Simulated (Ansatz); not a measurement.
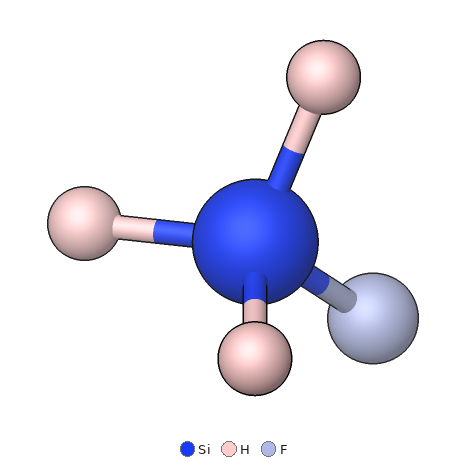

Computed geometry: PBE0-D4/def2-TZVP optimisation. Properties computed with CCSD(T)/CBS estimate, frozen core: MP2 correlation extrapolated from def2-TZVPP and def2-QZVPP, CCSD(T) minus MP2 from the smaller set (Ansatz 0.2.0).

Predict the main results.

The species is FH3Si.
- T1 diagnostic: 0.011
